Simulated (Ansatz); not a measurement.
## Geometry relaxation of GaH$_{3}$Cl$_{2}$ (part 2 of 2)

Continued. System: GaH$_{3}$Cl$_{2}$. Method: RKS PBE-D4/def2-SVP (Ansatz 0.2.0). It belongs to a series of runs on one base structure; here: end point A relaxed.

Geometry of the input (Å):
```
Ga -0.0290  0.2473  -0.0460
H  0.0805  0.2824  1.5252
Cl 1.8396  0.3777  -1.1245
H  -1.3724  0.1295  -0.8362
Cl 0.4317  -2.8166  1.4264
H  0.3825  -1.5323  1.8290
```

### Trajectory as extended XYZ, continued
```
6
Properties=species:S:1:pos:R:3:forces:R:3 step=4 energy=-77440.46565
Ga   -0.0167    0.0399    0.0748    0.2290   0.1627  -0.3539
H     0.1508    0.3663    1.6238   -0.0199  -0.0137   0.0177
Cl    1.8452    0.3106   -1.0543   -0.2071  -0.0300   0.1437
H    -1.3282   -0.0958   -0.7674   -0.0203  -0.0177   0.0517
Cl    0.3029   -2.5214    1.0788    0.0099   0.2933   0.1796
H     0.3787   -1.4118    1.8182    0.0084  -0.3946  -0.0388
6
Properties=species:S:1:pos:R:3:forces:R:3 step=6 energy=-77440.51514
Ga   -0.0028    0.1133    0.0168   -0.0960  -0.0234   0.1351
H     0.1308    0.4712    1.5526    0.0105   0.0658   0.0068
Cl    1.8429    0.3515   -1.1000    0.0712  -0.0021  -0.0733
H    -1.3304   -0.0993   -0.7843    0.0014  -0.0088  -0.0704
Cl    0.2795   -2.5107    1.0487    0.0597   0.4309   0.4325
H     0.4129   -1.6381    2.0401   -0.0469  -0.4624  -0.4307
6
Properties=species:S:1:pos:R:3:forces:R:3 step=8 energy=-77440.48317 accepted=F
Ga   -0.0192    0.0414    0.0323   -0.1401   0.8031  -0.0771
H     0.0632    0.6937    1.4772    0.0093  -0.2477   0.0046
Cl    1.8189    0.3648   -1.1128    0.0599  -0.1949   0.0217
H    -1.3119   -0.0248   -0.8718    0.0652  -0.3080   0.0954
Cl    0.2271   -2.4424    1.0449    0.0081  -0.0508   0.0073
H     0.5548   -1.9448    2.2043   -0.0024  -0.0017  -0.0519
6
Properties=species:S:1:pos:R:3:forces:R:3 step=9 energy=-77440.55214
Ga   -0.0190    0.1403    0.0181   -0.0352   0.1035   0.0716
H     0.0931    0.6257    1.5179   -0.0029   0.0073  -0.0352
Cl    1.8343    0.3403   -1.1167    0.0241  -0.0322  -0.0088
H    -1.3151   -0.1031   -0.8307    0.0027  -0.0437  -0.0140
Cl    0.2464   -2.4446    1.0174    0.0402   0.0929   0.1905
H     0.4931   -1.8707    2.1680   -0.0290  -0.1279  -0.2040
6
Properties=species:S:1:pos:R:3:forces:R:3 step=11 energy=-77440.56146
Ga   -0.0380    0.1848    0.0277    0.0148   0.0139  -0.0105
H     0.0502    0.7434    1.5001   -0.0073  -0.0079  -0.0259
Cl    1.8427    0.3011   -1.0848   -0.0154  -0.0065   0.0274
H    -1.3028   -0.1336   -0.8463    0.0014   0.0025   0.0125
Cl    0.1838   -2.4186    1.0067    0.0528   0.0625   0.1773
H     0.5969   -1.9893    2.1705   -0.0463  -0.0646  -0.1808
6
Properties=species:S:1:pos:R:3:forces:R:3 step=13 energy=-77440.56232
Ga   -0.0559    0.1921    0.0217    0.0114   0.0175   0.0583
H     0.0068    0.7653    1.4890   -0.0090   0.0099  -0.0245
Cl    1.8605    0.2669   -1.0301   -0.0095  -0.0091  -0.0010
H    -1.3101   -0.1204   -0.8683    0.0078  -0.0069  -0.0143
Cl    0.1067   -2.3969    1.0314    0.1923   0.1009   0.3607
H     0.7248   -2.0191    2.1303   -0.1930  -0.1123  -0.3793
6
Properties=species:S:1:pos:R:3:forces:R:3 step=15 energy=-77440.57263
Ga   -0.0821    0.2030    0.0394   -0.0046  -0.0147   0.0094
H    -0.0593    0.8225    1.4851   -0.0077   0.0218   0.0031
Cl    1.8761    0.1953   -0.9376    0.0066  -0.0045   0.0024
H    -1.3016   -0.1240   -0.8924   -0.0019   0.0042  -0.0076
Cl    0.0130   -2.3728    1.0884   -0.0129  -0.0036  -0.0042
H     0.8868   -2.0362    1.9911    0.0205  -0.0031  -0.0032
6
Properties=species:S:1:pos:R:3:forces:R:3 step=16 energy=-77440.57441
Ga   -0.0954    0.2074    0.0410    0.0065   0.0226   0.0281
H    -0.0903    0.8596    1.4733   -0.0104   0.0077  -0.0089
Cl    1.8799    0.1708   -0.9025    0.0064  -0.0124   0.0034
H    -1.3025   -0.1146   -0.9094    0.0030  -0.0174   0.0019
Cl   -0.0147   -2.3553    1.1184    0.1588   0.0363   0.1500
H     0.9559   -2.0800    1.9531   -0.1643  -0.0368  -0.1744
6
Properties=species:S:1:pos:R:3:forces:R:3 step=18 energy=-77440.57624
Ga   -0.0953    0.2336    0.0608   -0.0086  -0.1240  -0.0508
H    -0.1195    0.9252    1.4725    0.0179   0.0202  -0.0072
Cl    1.8933    0.1309   -0.8610   -0.0434   0.0235   0.0526
H    -1.2853   -0.1695   -0.8820    0.0037   0.0659  -0.0140
Cl   -0.0491   -2.3522    1.1224    0.0491   0.0498   0.0600
H     0.9888   -2.0801    1.8613   -0.0187  -0.0354  -0.0405
6
Properties=species:S:1:pos:R:3:forces:R:3 step=20 energy=-77440.58682
Ga   -0.1267    0.2130    0.0749   -0.0559   0.0229   0.0155
H    -0.1837    0.9669    1.4549   -0.0024   0.0006  -0.0242
Cl    1.9059    0.0453   -0.7361    0.0069  -0.0328   0.0318
H    -1.2849   -0.1404   -0.9255    0.0211   0.0063  -0.0016
Cl   -0.1110   -2.3010    1.2439    0.6890   0.1218   0.2500
H     1.1334   -2.0959    1.6620   -0.6587  -0.1188  -0.2713
6
Properties=species:S:1:pos:R:3:forces:R:3 step=21 energy=-77440.62139
Ga   -0.1575    0.2200    0.0985    0.0197  -0.0129   0.0068
H    -0.2384    1.0394    1.4368   -0.0118   0.0056  -0.0120
Cl    1.9103   -0.0612   -0.6129   -0.0221  -0.0140   0.0432
H    -1.2790   -0.1440   -0.9374    0.0186   0.0028  -0.0076
Cl   -0.0970   -2.2665    1.3174    0.1887   0.0183   0.0869
H     1.1945   -2.0997    1.4716   -0.1931   0.0001  -0.1173
6
Properties=species:S:1:pos:R:3:forces:R:3 step=23 energy=-77440.68361
Ga   -0.1890    0.1919    0.1439   -0.0636  -0.0187   0.1256
H    -0.2907    1.0769    1.4370   -0.0203   0.0227  -0.0505
Cl    1.9214   -0.2204   -0.4201    0.0588  -0.0734   0.0219
H    -1.2430   -0.1671   -0.9604    0.0366  -0.0030  -0.0074
Cl   -0.0692   -2.2078    1.4791    0.6908   0.1029  -0.1734
H     1.2033   -1.9855    1.0946   -0.7021  -0.0304   0.0838
6
Properties=species:S:1:pos:R:3:forces:R:3 step=25 energy=-77440.69129 accepted=F
Ga   -0.2115    0.1728    0.2060   -0.0168  -0.2286   0.2016
H    -0.3325    1.1323    1.4484    0.0739   0.0151  -0.1724
Cl    1.9590   -0.4185   -0.2458   -0.0125   0.2861  -0.2082
H    -1.2225   -0.2504   -0.9229    0.1478   0.1040  -0.0044
Cl    0.0039   -2.1321    1.4798   -0.3734  -0.2123   0.2265
H     1.1365   -1.8162    0.8085    0.1809   0.0359  -0.0431
6
Properties=species:S:1:pos:R:3:forces:R:3 step=26 energy=-77440.72615
Ga   -0.2059    0.1486    0.2134   -0.0201   0.0350   0.0089
H    -0.3086    1.1283    1.4343    0.0120  -0.0244  -0.0358
Cl    1.9437   -0.3360   -0.3117   -0.0516  -0.0044   0.0163
H    -1.2002   -0.2247   -0.9408    0.0369  -0.0034   0.0253
Cl   -0.0204   -2.1855    1.5047    0.0351   0.0238  -0.0369
H     1.1244   -1.8428    0.8741   -0.0123  -0.0266   0.0222
6
Properties=species:S:1:pos:R:3:forces:R:3 step=28 energy=-77440.72684
Ga   -0.2083    0.1538    0.2149   -0.0030   0.0038  -0.0017
H    -0.3073    1.1343    1.4317    0.0001  -0.0018  -0.0039
Cl    1.9364   -0.3330   -0.3108    0.0024   0.0024   0.0002
H    -1.1965   -0.2281   -0.9381    0.0025  -0.0002   0.0052
Cl   -0.0209   -2.1854    1.4982    0.0013  -0.0012   0.0006
H     1.1295   -1.8536    0.8781   -0.0032  -0.0029  -0.0003
```

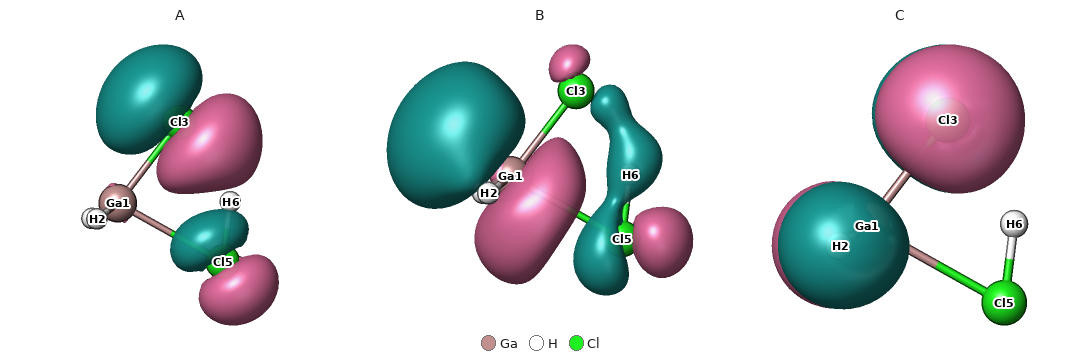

Figure 1. Three frontier orbitals at ±0.08 Å⁻³ᐟ² (teal and pink are the two phases). A is the HOMO−1 (−7.66 eV). C is the HOMO (−7.03 eV). B is the LUMO (−1.71 eV). It lies mainly on Ga1 (65 %) and Cl5 (15 %). The HOMO–LUMO gap is 5.32 eV between the orbital energies.

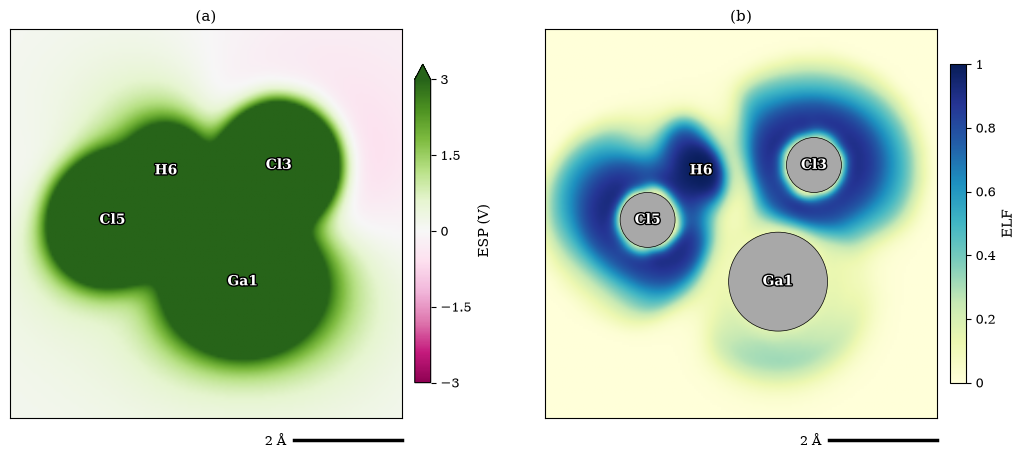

Figure 2. (a) molecular electrostatic potential; (b) ELF on the plane of atoms Cl3, Ga1 and Cl5. Grey discs, where drawn, cover atomic cores. Ga–Cl (2.26 Å): the ELF peaks at about 0.85 in the valence shell of Cl, 0.8 Å from its nucleus, and is about 0.55 at the midpoint. Cl–H (1.35 Å): the ELF climbs to about 1 towards the hydrogen, as it does in any bond to H (a covalent bond by its length).

### Key numbers

| quantity | value |
| --- | --- |
| outcome | converged |
| total energy | −77440.7269 eV |
| mean-field energy | −77440.5810 eV |
| largest force (length of the vector) at the end | 0.006 eV/Å |
| hardware | 1 thread of Arm Neoverse V1, 24 GiB of memory available, shared host |
| wall time | 63 s |
| peak memory | 0.12 GiB |
